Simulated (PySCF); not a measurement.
**C7H10FN, SMILES `CC/C=C\C(C#N)CF`: what the electrons do**

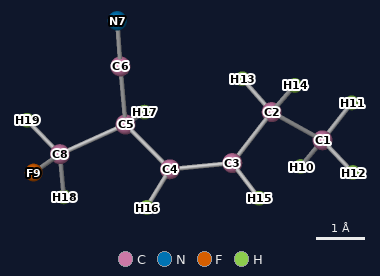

The molecule, with its atoms numbered as below. No frequency check shows the geometry to be a minimum.

Geometry (Å), atoms numbered from 1:

```
C1      -3.4916   -0.3573    0.4944
C2      -2.2814    0.3889   -0.0671
C3      -1.3714   -0.5407   -0.8029
C4      -0.0839   -0.7454   -0.5758
C5       0.7332   -0.0524    0.4929
C6       0.9737    1.3160    0.0808
N7       1.1459    2.3947   -0.2532
C8       2.0598   -0.7775    0.7522
F9       2.7942   -0.8897   -0.3970
H10     -3.1742   -1.1145    1.2084
H11     -4.1616    0.3340    0.9995
H12     -4.0417   -0.8495   -0.3043
H13     -1.7560    0.9033    0.7385
H14     -2.6284    1.1525   -0.7691
H15     -1.8483   -1.0990   -1.5980
H16      0.4787   -1.4228   -1.2019
H17      0.1830   -0.0223    1.4420
H18      1.8713   -1.7965    1.1083
H19      2.6768   -0.2311    1.4740
```

Part 1: Bonding charge

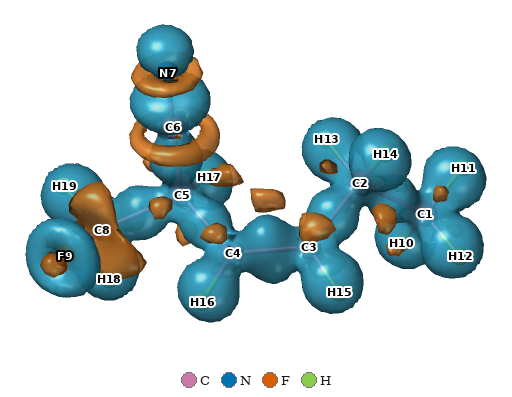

Deformation density (molecule less spherical, spin-averaged free atoms at the same positions), surfaces at ±0.1 e/Å³; light blue: gain, orange: loss.

PySCF calculation, PBE0/def2-SVP, gas phase; geometry: GFN2-xTB.

> Describe the bonding that the map shows.

The five largest and four smallest: C6–N7: +0.89 e/Å³ at the bond critical point (bond length 1.14 Å, Mayer order 3.1). C8–H19: +0.77 e/Å³ at the bond critical point (bond length 1.10 Å, Mayer order 0.9). C8–H18: +0.77 e/Å³ at the bond critical point (bond length 1.10 Å, Mayer order 1.0). C4–H16: +0.73 e/Å³ at the bond critical point (bond length 1.08 Å, Mayer order 1.0). C3–H15: +0.72 e/Å³ at the bond critical point (bond length 1.08 Å, Mayer order 1.0). C5–C6: +0.46 e/Å³ at the bond critical point (bond length 1.45 Å, Mayer order 1.0). C4–C5: +0.45 e/Å³ at the bond critical point (bond length 1.51 Å, Mayer order 1.0). C1–C2: +0.42 e/Å³ at the bond critical point (bond length 1.53 Å, Mayer order 1.1). C8–F9: −0.03 e/Å³ at the bond critical point (bond length 1.37 Å, Mayer order 1.0); up to 0.6 Å beside the axis the gain reaches +0.20 e/Å³. In all, 4.3 electrons gather in the regions of gain relative to the promolecule. A small or negative value marks a very polar bond, one between electron-rich atoms, whose free-atom densities already overlap strongly, a long bond to a heavier atom, or a closed-shell contact such as a hydrogen bond.

> Where do the Hirshfeld charges lie?

The highest Hirshfeld charge is on C6 (+0.08 e), the lowest on N7 (−0.22 e).

| atom | charge (e) |
| --- | --- |
| C1 | −0.11 |
| C2 | −0.06 |
| C3 | −0.03 |
| C4 | −0.05 |
| C5 | −0.01 |
| C6 | +0.08 |
| N7 | −0.22 |
| C8 | +0.04 |
| F9 | −0.10 |
| H10 | +0.04 |
| H11 | +0.04 |
| H12 | +0.04 |
| H13 | +0.04 |
| H14 | +0.05 |
| H15 | +0.05 |
| H16 | +0.04 |
| H17 | +0.07 |
| H18 | +0.05 |
| H19 | +0.05 |

Part 2: Local ionisation energy

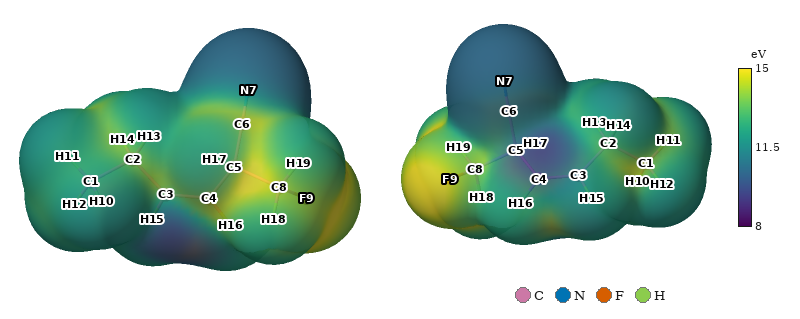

Average local ionisation energy on the surface of electron density 0.001 a.u. (back view left, front view right).

> Where are the most loosely bound electrons on this surface?

The lowest value is 8.9 eV, off the C3–C4 bond (2.1 to 2.3 Å from its atoms). Further minima include 10.4 eV, 1.8 Å from N7; 11.4 eV, 1.3 Å from H14. For comparison, the highest occupied orbital lies at −7.7 eV.

Part 3: Excited states

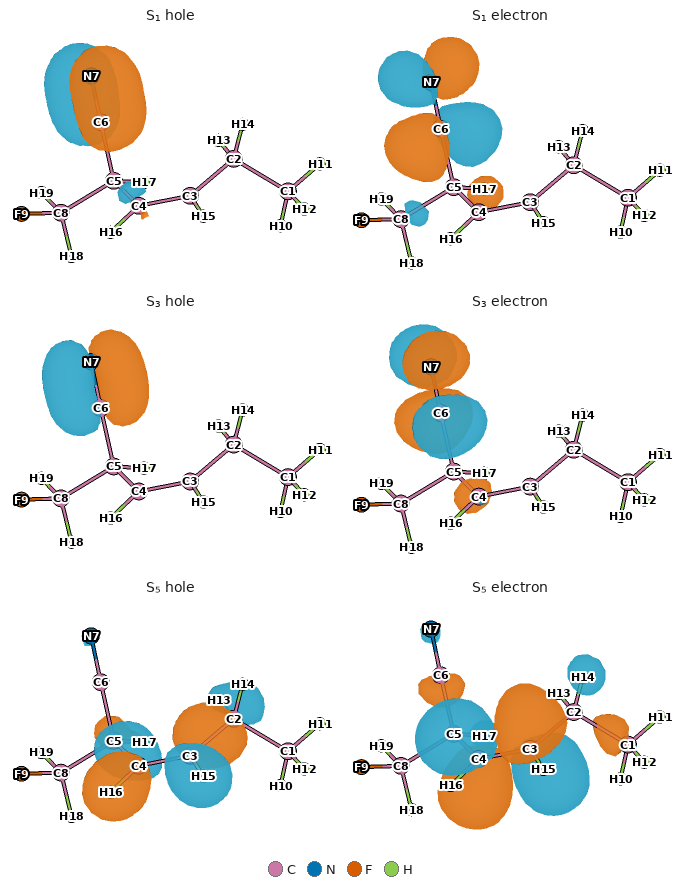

Leading natural transition orbitals (CIS singlet states).

Method: HF/6-31G*; geometry: GFN2-xTB; program: PySCF. Without diffuse functions Rydberg states are missing, so the states' numbers hold for this basis only.

> Describe these excited states.

By state:
- S₁: 7.63 eV (162 nm), f = 0.019; the leading pair carries 70 %; hole on N7 (52 %) and C6 (37 %), electron on N7 (41 %), C6 (38 %) and C5 (8 %) (shares are of the whole state, not of the leading pair alone); their centroids lie 0.3 Å apart.
- S₃: 8.11 eV (153 nm), f = 0.001 (very weak); the leading pair carries 69 %; hole on N7 (53 %) and C6 (38 %), electron on N7 (42 %), C6 (39 %) and C5 (8 %) (shares are of the whole state, not of the leading pair alone); their centroids lie 0.3 Å apart.
- S₅: 9.45 eV (131 nm), f = 0.005; the leading pair carries 83 %; hole on C3 (24 %), C4 (20 %) and C2 (14 %), electron on C3 (33 %), C4 (30 %) and H15 and H16 (6 % each) (shares are of the whole state, not of the leading pair alone); their centroids lie 0.2 Å apart.

Part 4: Localised orbitals

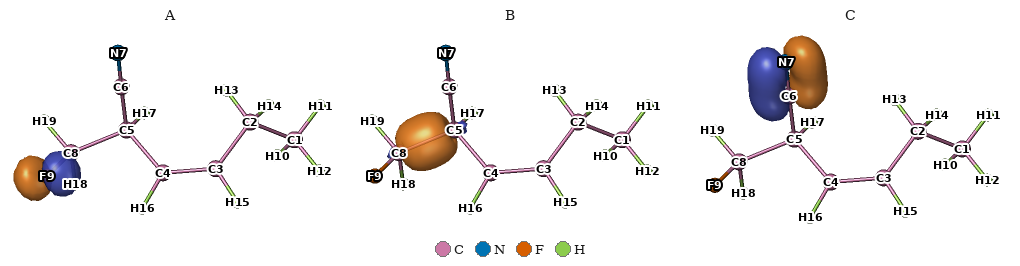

Intrinsic bond orbitals (IBO), occupied; each surface holds about 70 % of the orbital's density. Energies are diagonal elements of the Fock matrix.

PySCF calculation, CAM-B3LYP/def2-SVP, gas phase; geometry: GFN2-xTB.

> What does each orbital represent in a Lewis picture?

By panel:
- A: lone pair on F9 (p-type) (F9 98 %; −13.2 eV)
- B: σ bond C5–C8 (C5 50 %, C8 48 %; −17.7 eV)
- C: π bond N7–C6 (N7 53 %, C6 47 %; −11.3 eV)

> Which has the smallest and which the largest spatial spread?

Smallest: A (0.73 Å); largest: C (1.04 Å).

The PySCF runs shown took 71 s, 4.4 min and 85 s on 1 thread of AMD EPYC (Zen 3), with other jobs on the host.
